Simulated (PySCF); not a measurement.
B(OSiH3)3, H9BO3Si3, SMILES [SiH3]OB(O[SiH3])O[SiH3], singlet at its GFN2-xTB optimised geometry (Å):

```
16

B     -0.8360    -1.5056    -2.5164
O      0.4408    -1.6904    -2.9020
Si     1.4640    -2.2292    -4.0253
H      1.3336    -3.6839    -4.1431
H      2.7594    -1.8304    -3.4797
H      1.1851    -1.5858    -5.3120
O     -1.0900    -0.9281    -1.3372
Si    -0.4697    -0.2675     0.0000
H      0.9951    -0.2675     0.0000
H     -0.9951    -1.0979     1.0837
H     -0.9948     1.0979     0.0000
O     -1.8708    -1.8827    -3.2767
Si    -2.4444    -2.5341    -4.6337
H     -1.3909    -3.1726    -5.4302
H     -3.0473    -1.4218    -5.3685
H     -3.4195    -3.5178    -4.1657
```

Level of theory: B3LYP/def2-TZVP (PySCF). Cells within 0.4 Å of a nucleus heavier than hydrogen are left out (blank, or x).

Map of the Laplacian of the electron density (e/bohr⁵), clipped to [-1.50, 1.50] on the plane z = 0.0 Å:

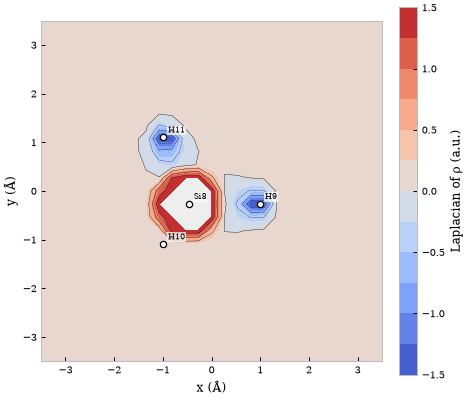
Laplacian of the electron density (e/bohr⁵), clipped to [-1.50, 1.50] on the plane z = 0.0 Å.
